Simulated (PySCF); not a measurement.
## Electronic structure of C₆H₁₄SSi₂ in real space

Input file:

```
{"job": {"kind": "nmr", "xc": "PBE0", "basis": "pcSseg-1"}, "charge": 0, "multiplicity": 1}
C     -4.358758     0.020807     1.239713
C     -3.723339     1.088022     0.372002
S     -1.904933     1.141569     0.543551
Si    -1.315987    -0.648722    -0.481468
C      0.542107    -0.486847    -0.809152
C      1.334856    -0.206274     0.473138
C      2.749912    -0.080551     0.191116
C      3.919458     0.013660    -0.086531
Si     5.711915     0.174321    -0.479959
H     -5.443126     0.095325     1.181226
H     -4.055957     0.148544     2.276209
H     -4.059284    -0.971745     0.910325
H     -4.056858     2.081016     0.670795
H     -3.955475     0.936488    -0.681501
H     -1.596445    -1.811062     0.365488
H     -2.096568    -0.722140    -1.715307
H      0.909760    -1.405583    -1.268280
H      0.732407     0.317013    -1.522715
H      0.975558     0.720952     0.930261
H      1.185503    -1.017474     1.192683
H      5.999530     1.576386    -0.796108
H      6.013538    -0.677072    -1.635527
H      6.487433    -0.259650     0.685994
```

Launched as:

```sh
OMP_NUM_THREADS=1 python probes_run.py task.json out
```

Geometry: GFN2-xTB.

Theory: PBE0/pcSseg-1, SCF density, gas phase, non-relativistic in PySCF 2.14.0.

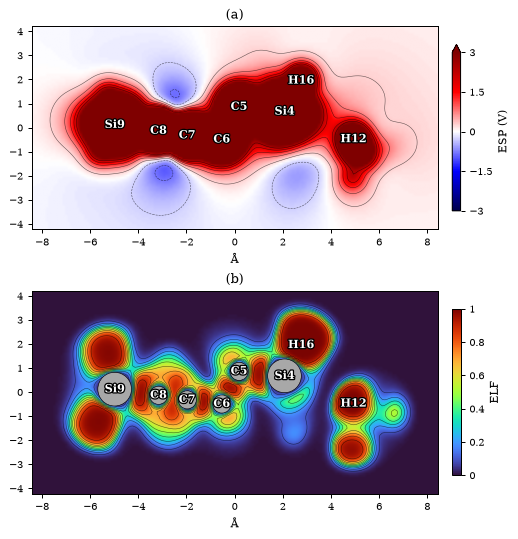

Figure 1. (a) electrostatic potential; (b) electron localisation function on the plane of atoms C5, C6 and C7. Grey discs cover the atomic cores in the ELF map.

Read the bonding off the picture.

The section cuts through Si, C and H sites. C–C (1.21 Å): the ELF peaks at about 0.85 between the atoms (a short, multiple covalent bond). C–Si (1.84 Å): the ELF peaks at about 0.95 between the atoms: a covalent bond. C–Si (1.89 Å): the ELF peaks at about 0.95 between the atoms: a covalent bond. Si–H (1.46 Å): the ELF climbs to about 1 towards the hydrogen, as it does in any bond to H. Outside the dense part of the molecule the potential is most negative (−1.0 V) near C8.

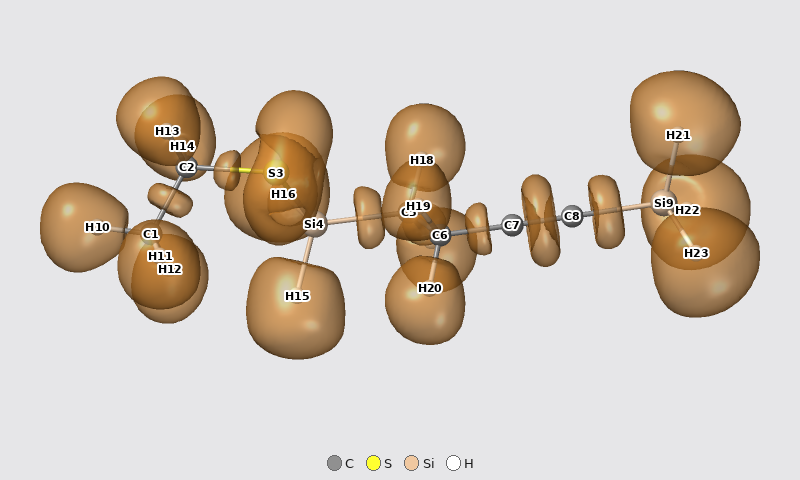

Figure 2. Isosurface of the ELF at 0.8 (orange), seen from one side. Core shells and regions of very low density are left out.

What do the ELF domains correspond to?

The ELF exceeds this value in four regions between bonded C–C atoms (shared pairs), one region between bonded C–S atoms (shared pairs), two regions between bonded C–Si atoms (shared pairs), 14 regions around hydrogen nuclei and one region on S in which the atom's valence shell and bonds are merged. Profiles from the grid: C–S (1.83 Å): the ELF peaks at about 0.90 between the atoms: a covalent bond.

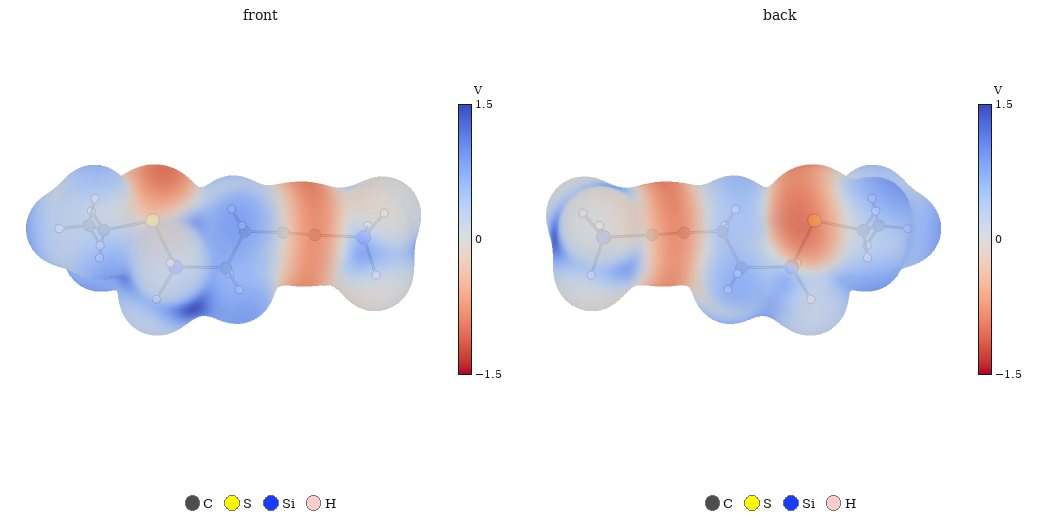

Figure 3. The electrostatic potential painted on the density surface at 0.002 e/bohr³, seen from the front and from behind; the colour scale runs from red (negative) to blue (positive).

Which sites attract a positive test charge, and which a negative one?

A positive charge is drawn to the negative regions and a negative charge to the positive ones. The most negative region (about −1.0 V) lies over S3, the most positive (about +1.3 V) over Si4 and Si9.
